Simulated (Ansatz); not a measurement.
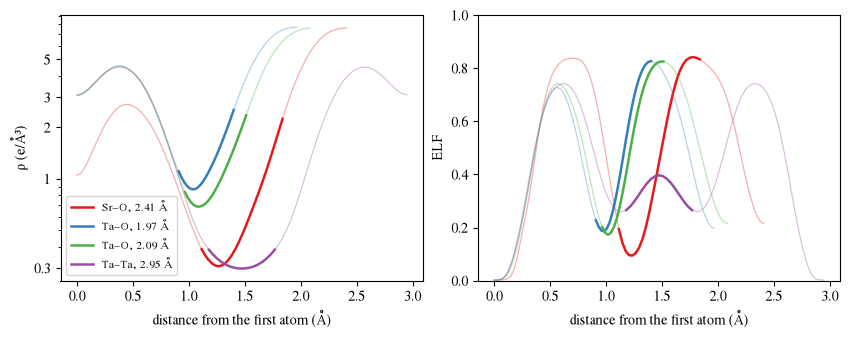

SrTaO₂. Valence electron density and electron localisation function along straight lines between neighbouring atoms. Thin, pale parts lie inside the atomic spheres.

Space group P4/nmm; a generated structure, not necessarily the stable one; changed on purpose from its base cell (volume × 0.97, shape and atoms relaxed); computed pressure about 4 GPa in this cell.

The calculation used Ansatz, DFT PBE, scalar-relativistic, plane waves, PAW.

The density is the valence pseudo-density of a PAW calculation; it isn't the true density close to the nuclei.

Question: What can be read from the curves?

Answer: Sr–O (2.41 Å): the density is about 0.32 e/Å³ at the midpoint; the ELF peaks at about 0.85 in the valence shell of O, 0.6 Å from its nucleus, and drops to about 0.10 between the two atoms (no localised pair shows between them).
Ta–O (1.97 Å): ρ is about 0.91 e/Å³ halfway; the ELF peaks at about 0.85 in the valence shell of O, 0.6 Å from its nucleus, and drops to about 0.20 between the two atoms: no shared electron pair shows on this line.
Ta–O (2.09 Å): ρ at the midpoint is about 0.7 e/Å³; the ELF peaks at about 0.85 in the valence shell of O, 0.6 Å from its nucleus, and drops to about 0.15 between the two atoms: no shared electron pair shows on this line.
Ta–Ta (2.95 Å): ρ is about 0.3 e/Å³ halfway; the ELF is about 0.40 at the midpoint.
